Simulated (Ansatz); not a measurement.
Au (fcc, Cu type)

```
CELL_PARAMETERS angstrom
      0.00000     2.06201     2.06201
      2.06201     0.00000     2.06201
      2.06201     2.06201     0.00000
ATOMIC_POSITIONS crystal
  Au 0.00000 0.00000 0.00000
```

This relaxed cell (volume V₀) is scaled evenly in all directions, its shape held. Symmetry pins the atoms to their sites.

These are r2SCAN (plane waves to 500 eV, PAW, scalar-relativistic; Ansatz, a quantum-chemistry and plane-wave program) values and carry that method's errors. k mesh 19×19×19 (Γ-centred), Fermi-Dirac smearing 0.05 eV. E stands for the smeared free energy. Stress and pressure are positive under compression. Au was relaxed with its symmetry unable to fall. Spin-orbit coupling is left out, though Au is heavy. The PAW data are Ansatz's earlier set. ΔE is measured from the relaxed starting cell.

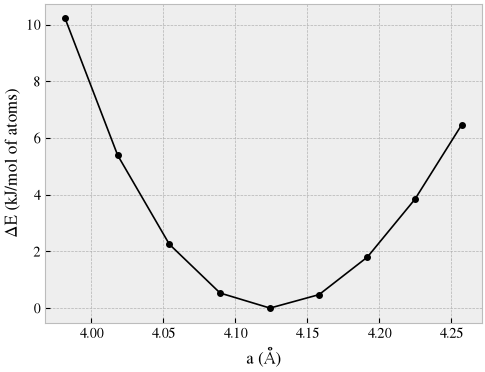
Figure. ΔE (kJ/mol of atoms) against a (Å); computed points joined by lines.

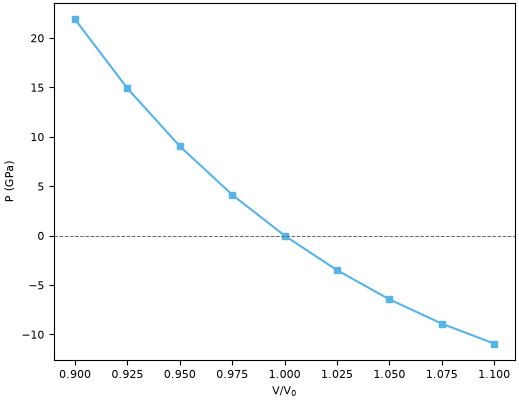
Figure. P (GPa) against V/V₀; one marker a computed point.

The energy cost of the largest compression is 106 meV/atom, the pressure derivative B₀′ (fit) comes out as 5.9 and the pressure at the smallest volume is 21.9 GPa. The equilibrium volume of the fit comes out as 17.53 Å³/atom and the pressure for 5 % compression (fit) is 9.1 GPa.

P = (3B₀/2)(x⁷ − x⁵)[1 + ¾(B₀′ − 4)(x² − 1)] with x = (1/0.95)^(1/3), B₀ = 152 GPa and B₀′ = 5.90.

(A scan under strain: stresses follow from slopes of the energy per volume, elastic moduli from its curvatures.)
